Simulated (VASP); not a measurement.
Band structure of MoSi2 (MoSi2 type). Method: revTPSS meta-GGA, VASP's PBE PAW potentials (set 64) (plane waves; VASP 6.6.1).

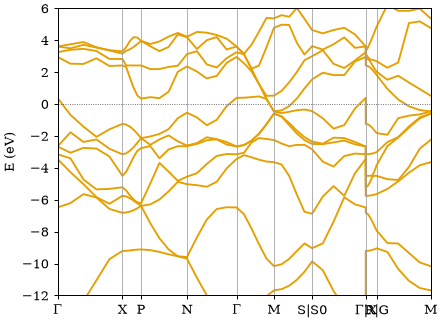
Bands along high-symmetry lines, zero at the valence-band maximum or, without a gap, the Fermi level

**Question.** Read the plot: is there a gap, and where are the band edges?

**Answer.** It has no gap at this level: it comes out as a metal or semimetal.

The compound is MoSi2 in the MoSi2 type structure. It was relaxed first.
